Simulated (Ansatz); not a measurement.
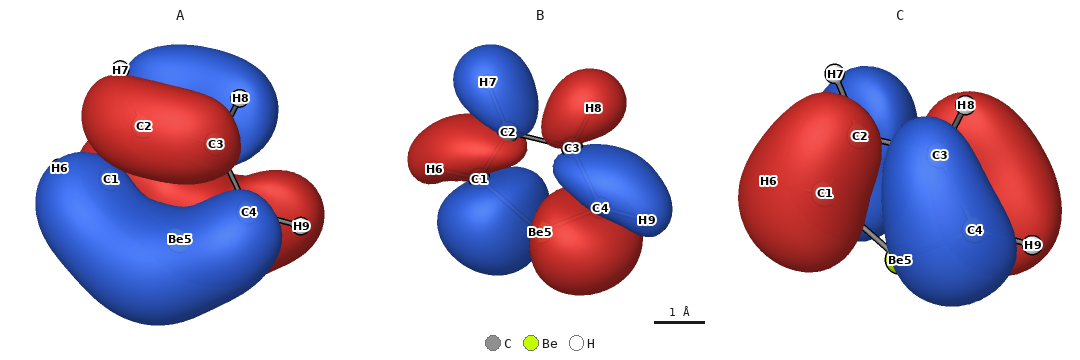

*C₄H₄Be (SMILES [Be]1[CH]=CC=[CH]1). Three frontier orbitals at ±0.08 Å⁻³ᐟ² (red and blue are the two phases), in no order.*

Geometry: PBE0-D3(BJ)/def2-SVP.

Level of theory: Ansatz, isolated molecule in a Gaussian basis; Kohn-Sham density functional theory, functional PBE0.

```yaml
atoms:
  - { symbol: C, position_ang: [-1.6269, 2.0812, 1.2680] }
  - { symbol: C, position_ang: [-0.4958, 1.3629, 1.4538] }
  - { symbol: C, position_ang: [-0.1407, 0.2427, 0.4894] }
  - { symbol: C, position_ang: [-0.9563, -0.0346, -0.5536] }
  - { symbol: Be, position_ang: [-1.9956, 1.1828, -0.0872] }
  - { symbol: H, position_ang: [-1.9049, 2.8888, 1.9437] }
  - { symbol: H, position_ang: [0.2095, 1.5364, 2.2799] }
  - { symbol: H, position_ang: [0.7921, -0.3017, 0.6974] }
  - { symbol: H, position_ang: [-0.7257, -0.8315, -1.2593] }
```

> Order the three orbitals by energy and name them.

B is the HOMO−1 (−7.91 eV). Its weight (Hirshfeld) is mainly on C1 (about 25 %), C4 (about 25 %), Be5 (about 20 %), C2 (about 10 %) and C3 (about 10 %); it is symmetric in the molecular plane (an in-plane orbital: σ, lone-pair or in-plane π type). C is the HOMO (−6.52 eV). By Hirshfeld shares it lies mainly on C1 (about 25 %), C4 (about 25 %), C2 (about 20 %) and C3 (about 20 %); it changes sign across the molecular plane (π type); π-bonding across C1–C2 and C3–C4; π-antibonding (a node) across C2–C3. A is the LUMO (−1.76 eV). It lies mainly on Be5 (about 25 %), C1 (about 15 %), C4 (about 15 %), C2 (about 15 %) and C3 (about 15 %); it changes sign across the molecular plane (π type); π-bonding across C1–Be5, C2–C3 and C4–Be5; π-antibonding (a node) across C1–C2 and C3–C4.

> What is the HOMO–LUMO gap?

4.76 eV between the orbital energies.
